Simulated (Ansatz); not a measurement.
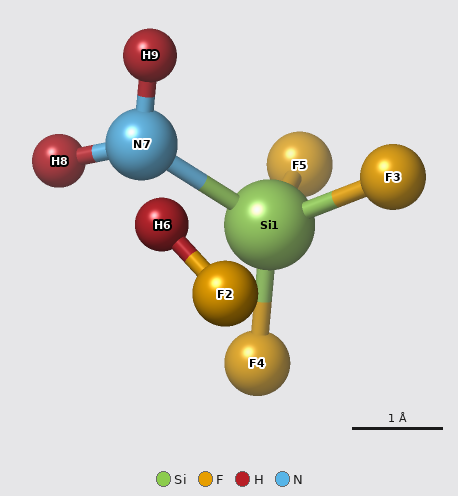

**Figure 1.** The starting structure (ball-and-stick view, seen at a tilt; atoms are numbered from 1 in the order of the input). Bond lengths as drawn: F–H 1.08 Å, F–Si 1.56 to 1.65 Å, H–N 1.02 to 1.06 Å and N–Si 1.79 Å.

**Saddle-point search, with input and output: SiNH3F4**

System: SiNH3F4.
Method: RKS CAM-B3LYP-D4/def2-SVP (Ansatz 0.2.0).

Figures and captions count atoms from 1; the log counts them from 0 in places.

The input
```yaml
crystal:
  periodic: [false, false, false]
  atoms:
    - {symbol: Si, position_ang: [-0.695718, 0.340022, -0.018670]}
    - {symbol: F, position_ang: [-0.346613, -1.604050, -0.723897]}
    - {symbol: F, position_ang: [-0.987351, 0.714047, -1.597579]}
    - {symbol: F, position_ang: [-1.835404, -0.380736, 0.882537]}
    - {symbol: F, position_ang: [-0.853209, 1.814775, 0.473358]}
    - {symbol: H, position_ang: [0.577261, -1.212467, -0.326295]}
    - {symbol: N, position_ang: [1.039421, -0.030492, 0.242762]}
    - {symbol: H, position_ang: [1.352229, -0.164492, 1.251582]}
    - {symbol: H, position_ang: [1.742993, 0.485252, -0.288486]}
basis:
  gaussian: {orbitals: def2-SVP}
hamiltonian: {xc: {name: CAM-B3LYP}, dispersion: d4}
saddle:
  f_tol: 0.1
  max_steps: 40
  mode_guess:
    - [0.1306, 0.3027, 0.1638]
    - [0.2868, -0.3462, -0.0593]
    - [0.0608, -0.0680, 0.0959]
    - [0.0914, -0.0040, -0.0923]
    - [-0.0966, 0.2540, 0.0911]
    - [-0.4195, -0.4727, -0.3035]
    - [-0.0536, 0.1737, 0.0576]
    - [0.0068, 0.0925, 0.0300]
    - [-0.0067, 0.0680, 0.0167]
```

Hardware: 8 threads of Arm Neoverse V1, 23 GiB of memory available, shared host.

Launch command:
```bash
ansatz run in.yaml --threads 8 --pin off --events-out ev --progress --plain --max-ram 19148MiB
```

Log
```
Functional definition: CAM-B3LYP
  name "CAM-B3LYP"
  cite "Yanai, Tew & Handy, Chem. Phys. Lett. 393, 51 (2004) doi:10.1016/j.cplett.2004.06.011"
  cite "Iikura, Tsuneda, Yanai & Hirao, J. Chem. Phys. 115, 3540 (2001) doi:10.1063/1.1383587"
  cite "Becke, Phys. Rev. A 38, 3098 (1988) doi:10.1103/PhysRevA.38.3098"
  cite "Lee, Yang & Parr, Phys. Rev. B 37, 785 (1988) doi:10.1103/PhysRevB.37.785"
  cite "Vosko, Wilk & Nusair, Can. J. Phys. 58, 1200 (1980) doi:10.1139/p80-159"
  parameter alpha = 0.19
  parameter beta = 0.46
  parameter omega = 0.33/bohr
  parameter ac = 0.81
  # Exact exchange under (alpha + beta erf(omega r))/r, Becke's under what is left of 1/r.
  exchange = (1 - alpha - beta)*b88_x + beta*b88_x_sr(omega) + alpha*exact_x + beta*exact_x_lr(omega)
  correlation = (1 - ac)*vwn5_c + ac*lyp_c
1043 factors; integrals over basis functions are off by at most 3.6e-4 eV
312 factors; integrals over basis functions are off by at most 5.5e-7 eV
mean field evaluation 1: about -20267.6577 eV, gradient 6.4e1 eV
mean field evaluation 2: about -20266.7937 eV, gradient 7.1e1 eV
mean field evaluation 4: about -20274.3460 eV, gradient 1.8e0 eV
mean field evaluation 8: about -20274.3606 eV, gradient 9.5e-2 eV
mean field -20274.36057602 eV, -745.0690087136 hartree, gradient 3.8e-5 eV, S^2 0.000000; 0 other end points of the search recorded, 0 dependent functions left out
the calculation of the forces begins
reference -20274.36067266 eV, -745.0690122651 hartree; 30, 30 occupied and 73, 73 virtual orbitals, 1043 factors
these checks for a lower state are left out or cut short: stability, starts, cluster_reference, orbital_swaps, neighbouring_geometries, increment
1043 factors; integrals over basis functions are off by at most 3.6e-4 eV
312 factors; integrals over basis functions are off by at most 5.6e-7 eV
mean field evaluation 16: about -20274.3529 eV, gradient 6.2e-1 eV
mean field -20274.36352027 eV, -745.0691169128 hartree, gradient 1.2e-6 eV, S^2 0.000000; 0 other end points of the search recorded, 0 dependent functions left out
[... from here on the field's lines of each further geometry are left out, up to the last ...]
saddle step   1: F+E_penalty+E_count = -20274.49939376 eV  max|allowed force component| = 2.331e0 eV/Å  curvature = -4.5477 eV/Å²  mode residual = 2.32e0 eV/Å²  Δτ_max = 0.0000 Å  (1 rotations, 3 force calls, 60 SCF iters)  cluster: 3 rotations left out, max|force component along them| = 2.837e-7 eV/Å
saddle step   2: F+E_penalty+E_count = -20274.70063473 eV  max|allowed force component| = 9.042e-1 eV/Å  curvature = -2.9182 eV/Å²  mode residual = 1.92e0 eV/Å²  Δτ_max = 0.1038 Å  (1 rotations, 3 force calls, 70 SCF iters)  cluster: 3 rotations left out, max|force component along them| = 5.234e-8 eV/Å
saddle step   3: F+E_penalty+E_count = -20274.74835452 eV  max|allowed force component| = 4.999e-1 eV/Å  curvature = -3.8726 eV/Å²  mode residual = 4.36e-1 eV/Å²  Δτ_max = 0.0402 Å  (1 rotations, 3 force calls, 68 SCF iters)  cluster: 3 rotations left out, max|force component along them| = 1.752e-7 eV/Å
saddle step   4: F+E_penalty+E_count = -20274.75816196 eV  max|allowed force component| = 2.125e-1 eV/Å  curvature = -3.8680 eV/Å²  mode residual = 5.14e-1 eV/Å²  Δτ_max = 0.0166 Å  (1 rotations, 3 force calls, 67 SCF iters)  cluster: 3 rotations left out, max|force component along them| = 1.261e-7 eV/Å
saddle step   5: F+E_penalty+E_count = -20274.76260325 eV  max|allowed force component| = 1.704e-1 eV/Å  curvature = -4.3444 eV/Å²  mode residual = 4.53e-1 eV/Å²  Δτ_max = 0.0296 Å  (1 rotations, 3 force calls, 67 SCF iters)  cluster: 3 rotations left out, max|force component along them| = 9.338e-8 eV/Å
saddle step   6: F+E_penalty+E_count = -20274.76006707 eV  max|allowed force component| = 2.225e-1 eV/Å  curvature = -4.8224 eV/Å²  mode residual = 8.24e-1 eV/Å²  Δτ_max = 0.0283 Å  (1 rotations, 3 force calls, 67 SCF iters)  cluster: 3 rotations left out, max|force component along them| = 1.033e-7 eV/Å
saddle step   7: F+E_penalty+E_count = -20274.76223123 eV  max|allowed force component| = 6.367e-2 eV/Å  curvature = -5.1614 eV/Å²  mode residual = 7.78e-1 eV/Å²  Δτ_max = 0.0122 Å  (1 rotations, 11 force calls, 196 SCF iters)  cluster: 3 rotations left out, max|force component along them| = 1.377e-7 eV/Å
saddle search: the force at step 8 is within saddle.f_tol, and the search now checks the order of the point unasked, as it does wherever a lone molecule whose rigid rotations it leaves out would converge (saddle.isolated_cluster): at most 100 rotations across the mode and 202 force calls, two more next to a line or behind a second negative curvature, two more where it reads a positive, two for each turn that reads one and six more at each negative that it reads, and up to 22 at one that stands (24 where saddle.amplitude is under 0.005 Å), over each length that the point is read over (saddle.order_check: false declines the check)
saddle search: the rotation starts from a random direction (saddle.seed = 0)
the calculation of the forces begins
reference -20274.62327547 eV, -745.0786627402 hartree; 30, 30 occupied and 73, 73 virtual orbitals, 1043 factors
1043 factors; integrals over basis functions are off by at most 3.4e-4 eV
312 factors; integrals over basis functions are off by at most 5.2e-7 eV
mean field evaluation 736: about -20274.6232 eV, gradient 1.4e-4 eV
mean field -20274.62318146 eV, -745.0786592855 hartree, gradient 6.3e-5 eV, S^2 0.000000; 1 other end points of the search recorded, 0 dependent functions left out
the calculation of the forces begins
reference -20274.62327859 eV, -745.0786628549 hartree; 30, 30 occupied and 73, 73 virtual orbitals, 1043 factors
saddle step   8: F+E_penalty+E_count = -20274.76265542 eV  max|allowed force component| = 3.635e-3 eV/Å  curvature = -5.6435 eV/Å² (error put at 0.0068; -5.6496 at half of saddle.amplitude)  mode residual = 8.26e-1 eV/Å²  Δτ_max = 0.0146 Å  (1 rotations, 87 force calls, 1294 SCF iters)  order check (unasked): positive, curvature across the mode = +0.2302 eV/Å²; +0.0683 less its residual, +0.0678 less it at half of saddle.amplitude; error put at 0.0005 (79 force calls)  cluster: 3 rotations left out, max|force component along them| = 6.561e-8 eV/Å
```

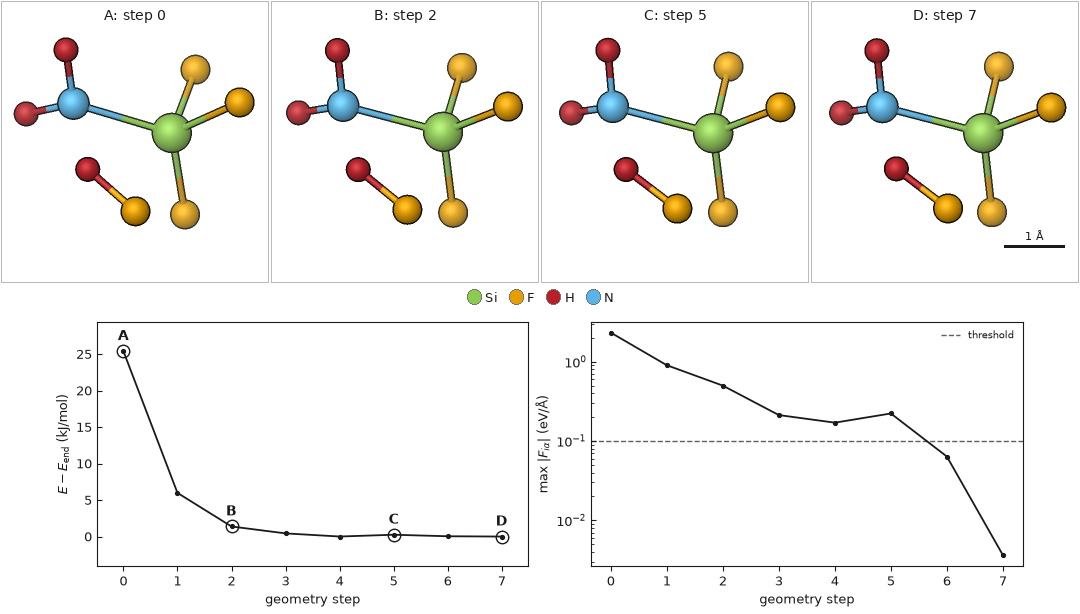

**Figure 2.** Frames of the saddle-point search (ball-and-stick view, seen at a tilt) above the curves, on which the letters mark them (the first geometry is step 0 here and step 1 in the log).

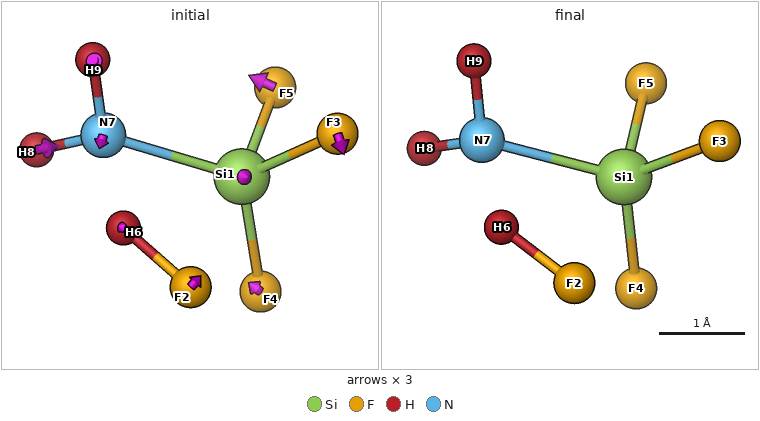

**Figure 3.** Before (left) and after (right) the saddle-point search, at one scale (ball-and-stick view, seen at a tilt). The pink arrows give the displacements, magnified 3 times. F5 moves most after the best rigid fit: 0.12 Å. Largest moves by element: F 0.12 Å, H 0.10 Å, Si 0.06 Å, N 0.06 Å. Among the contacts that change: Si1–F5 1.563 → 1.618 Å, Si1–F3 1.649 → 1.598 Å, N7–H8 1.065 → 1.021 Å, Si1–F4 1.622 → 1.598 Å. Among the angles that change: F3–Si1–F5 94.0° → 99.3°, Si1–N7–H9 119.1° → 114.1°, F4–Si1–N7 120.5° → 115.5°. The energy falls by 25.4 kJ/mol in 7 geometry steps. Largest force component: 2.3 eV/Å at the start, 0.0036 eV/Å at the end. (Atoms are counted from 1 in the order of the input.)

```
Total energy: -20274.76275255 eV, -745.0837884284 hartree
Atom 0 at    -0.697698     0.320418    -0.080810 Å, force    -0.003635    -0.000459    -0.001384 eV/Å
Atom 1 at    -0.359699    -1.544802    -0.749175 Å, force    -0.000185     0.001230     0.000814 eV/Å
Atom 2 at    -1.046200     0.643830    -1.606321 Å, force     0.000182    -0.000844     0.002352 eV/Å
Atom 3 at    -1.768282    -0.377185     0.878584 Å, force     0.001622     0.000689    -0.002253 eV/Å
Atom 4 at    -0.744172     1.821337     0.522337 Å, force     0.000306    -0.000423     0.000066 eV/Å
Atom 5 at     0.608476    -1.221453    -0.334805 Å, force     0.000589     0.002361     0.001439 eV/Å
Atom 6 at     1.029135    -0.089795     0.252617 Å, force     0.001553    -0.001227    -0.001834 eV/Å
Atom 7 at     1.271474    -0.098483     1.244453 Å, force     0.000545    -0.000000    -0.000767 eV/Å
Atom 8 at     1.700574     0.507992    -0.231567 Å, force    -0.000977    -0.001326     0.001567 eV/Å
Dipole moment:     0.894682    -0.031334     0.247200 e Å
```

Trajectory as extended XYZ (Å, eV, eV/Å), 8 frames, from step=1 to step=8
```
9
Properties=species:S:1:pos:R:3:forces:R:3 step=1 energy=-20274.49939
Si   -0.6957    0.3400   -0.0187   -0.8383  -1.0361  -2.3306
F    -0.3466   -1.6040   -0.7239    0.3029   0.5504   0.3942
F    -0.9874    0.7140   -1.5976    0.3113  -0.9920   1.2015
F    -1.8354   -0.3807    0.8825    0.9038   0.2066  -0.4569
F    -0.8532    1.8148    0.4734   -0.0196   1.8907   1.2836
H     0.5773   -1.2125   -0.3263   -0.1773  -0.3249  -0.3713
N     1.0394   -0.0305    0.2428    0.1558  -0.8618   1.8032
H     1.3522   -0.1645    1.2516   -0.4407   0.4186  -1.6445
H     1.7430    0.4853   -0.2885   -0.1979   0.1484   0.1207
9
Properties=species:S:1:pos:R:3:forces:R:3 step=2 energy=-20274.70064
Si   -0.7015    0.3670   -0.0463   -0.2226  -0.7808  -0.7372
F    -0.3480   -1.5439   -0.7002   -0.2976  -0.5469  -0.4382
F    -0.9810    0.6140   -1.6246    0.1038   0.1216   0.9042
F    -1.7905   -0.3783    0.8668    0.1488   0.2314  -0.1070
F    -0.8229    1.8484    0.5414    0.0233   0.4646   0.0687
H     0.5968   -1.2065   -0.3755   -0.1313  -0.1830   0.1917
N     1.0094   -0.0693    0.2669    0.4834   0.5107  -0.4048
H     1.3353   -0.1487    1.2202   -0.0361   0.0374   0.4591
H     1.6960    0.4792   -0.2536   -0.0717   0.1450   0.0635
9
Properties=species:S:1:pos:R:3:forces:R:3 step=3 energy=-20274.74835
Si   -0.6961    0.3521   -0.0524   -0.1530  -0.3205  -0.4637
F    -0.3658   -1.5617   -0.7272    0.2313  -0.0866   0.0464
F    -0.9806    0.6239   -1.6140    0.0482   0.0741   0.4999
F    -1.7854   -0.3816    0.8642    0.1260   0.1211  -0.0478
F    -0.8085    1.8398    0.5378    0.0105   0.3130   0.0725
H     0.5744   -1.2211   -0.3454   -0.1687  -0.2127  -0.1416
N     1.0236   -0.0584    0.2604   -0.0056  -0.0466  -0.2335
H     1.3312   -0.1379    1.2244   -0.0467   0.0926   0.2462
H     1.7010    0.5068   -0.2524   -0.0421   0.0656   0.0217
9
Properties=species:S:1:pos:R:3:forces:R:3 step=4 energy=-20274.75816
Si   -0.6970    0.3436   -0.0581   -0.0311  -0.0959  -0.2008
F    -0.3589   -1.5662   -0.7288    0.0942  -0.0699   0.0204
F    -0.9878    0.6369   -1.6067    0.0021  -0.0097   0.2087
F    -1.7843   -0.3788    0.8660    0.0852   0.0440  -0.0396
F    -0.7968    1.8364    0.5331    0.0087   0.2125   0.0825
H     0.5781   -1.2265   -0.3398   -0.0721  -0.1649  -0.1447
N     1.0249   -0.0622    0.2556   -0.0302  -0.0873  -0.0598
H     1.3187   -0.1336    1.2280   -0.0413   0.1184   0.0912
H     1.6968    0.5122   -0.2539   -0.0156   0.0529   0.0422
9
Properties=species:S:1:pos:R:3:forces:R:3 step=5 energy=-20274.76260
Si   -0.6979    0.3302   -0.0681    0.0918   0.1039   0.1704
F    -0.3587   -1.5669   -0.7320    0.0605  -0.0083  -0.0183
F    -1.0062    0.6428   -1.5998   -0.0553  -0.0201  -0.1468
F    -1.7816   -0.3751    0.8688    0.0065  -0.0203  -0.0033
F    -0.7684    1.8300    0.5297   -0.0099   0.0396   0.0338
H     0.5911   -1.2282   -0.3479   -0.0594  -0.1189  -0.0391
N     1.0253   -0.0737    0.2529    0.0115  -0.0835   0.0202
H     1.2980   -0.1141    1.2365   -0.0492   0.0598  -0.0408
H     1.6921    0.5169   -0.2447    0.0034   0.0478   0.0239
9
Properties=species:S:1:pos:R:3:forces:R:3 step=6 energy=-20274.76007
Si   -0.6983    0.3207   -0.0761    0.0970   0.1053   0.1134
F    -0.3521   -1.5514   -0.7423   -0.1435  -0.1251  -0.0203
F    -1.0302    0.6432   -1.6008   -0.0632   0.0208  -0.1499
F    -1.7816   -0.3715    0.8709    0.0018  -0.0449  -0.0005
F    -0.7415    1.8214    0.5315   -0.0184  -0.0361  -0.0139
H     0.6046   -1.2322   -0.3297    0.0454   0.0306  -0.0891
N     1.0277   -0.0870    0.2442    0.0663   0.0233   0.2225
H     1.2755   -0.1035    1.2362    0.0009   0.0433  -0.0673
H     1.6895    0.5223   -0.2387    0.0137  -0.0173   0.0051
9
Properties=species:S:1:pos:R:3:forces:R:3 step=7 energy=-20274.76223
Si   -0.6969    0.3194   -0.0777    0.0102   0.0424   0.0637
F    -0.3582   -1.5528   -0.7394   -0.0305  -0.0201  -0.0311
F    -1.0367    0.6436   -1.6031   -0.0167  -0.0059  -0.0608
F    -1.7796   -0.3730    0.8709    0.0038  -0.0150   0.0050
F    -0.7385    1.8194    0.5289   -0.0141  -0.0022  -0.0038
H     0.6081   -1.2253   -0.3391    0.0008  -0.0162   0.0005
N     1.0291   -0.0890    0.2490    0.0319   0.0194   0.0489
H     1.2749   -0.0993    1.2406    0.0002   0.0034  -0.0300
H     1.6915    0.5190   -0.2347    0.0144  -0.0059   0.0076
9
Properties=species:S:1:pos:R:3:forces:R:3 step=8 energy=-20274.76265
Si   -0.6977    0.3204   -0.0808   -0.0036  -0.0005  -0.0014
F    -0.3597   -1.5448   -0.7492   -0.0002   0.0012   0.0008
F    -1.0462    0.6438   -1.6063    0.0002  -0.0008   0.0024
F    -1.7683   -0.3772    0.8786    0.0016   0.0007  -0.0023
F    -0.7442    1.8213    0.5223    0.0003  -0.0004   0.0001
H     0.6085   -1.2215   -0.3348    0.0006   0.0024   0.0014
N     1.0291   -0.0898    0.2526    0.0016  -0.0012  -0.0018
H     1.2715   -0.0985    1.2445    0.0005   0.0000  -0.0008
H     1.7006    0.5080   -0.2316   -0.0010  -0.0013   0.0016
```

Summary

| quantity | value |
| --- | --- |
| outcome | converged |
| total energy | −20274.7628 eV |
| mean-field energy | −20274.6233 eV |
| dispersion energy | −0.1395 eV |
| largest force (length of the vector) at the end | 0.004 eV/Å |
| dipole moment | 4.46 D |
| wall time | 64 s (CPU time 7.4 min) |
| peak memory | 0.51 GiB |
